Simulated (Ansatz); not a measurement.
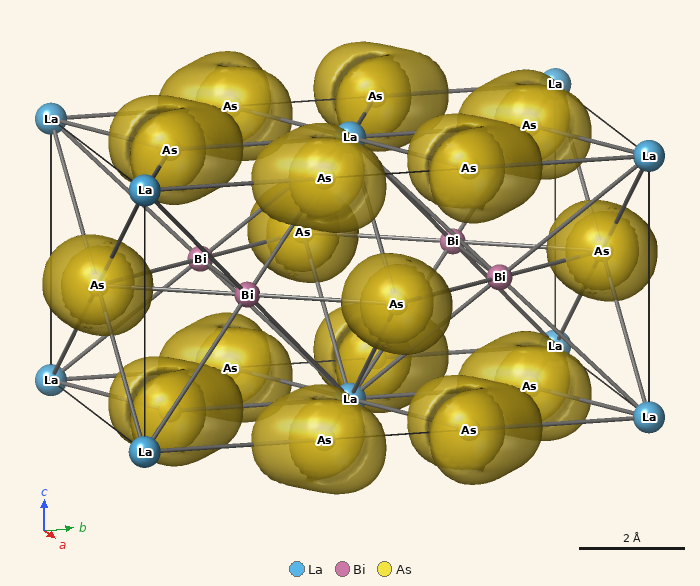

The picture shows: LaBi₂As₃. Isosurface of the ELF at 0.6 (yellow), seen slightly off an axis. Core shells and regions of very low density are left out. Sticks mark near contacts.

Space group Cmmm; a structure from a database of computed crystals, not necessarily the ambient phase; started from the LaAl2Cu3-65 prototype, which need not be the ambient phase; not relaxed (largest force 0.3 eV/Å).

Theory: DFT, r2SCAN+rVV10, plane waves, PAW (Ansatz).

In a PAW calculation such maps are meaningful between the atoms, not at the nuclei.

### What do the ELF domains correspond to?

The surface consists of six regions wrapped around As (the valence shell of each), counted in one cell of 12 atoms. Regions shared between cells count once.

Values along the shortest contacts:
Bi–As (2.95 Å): the ELF is about 0.30 at the midpoint. Bi–Bi (3.12 Å): the ELF is about 0.30 at the midpoint: no localised pair shows between them.
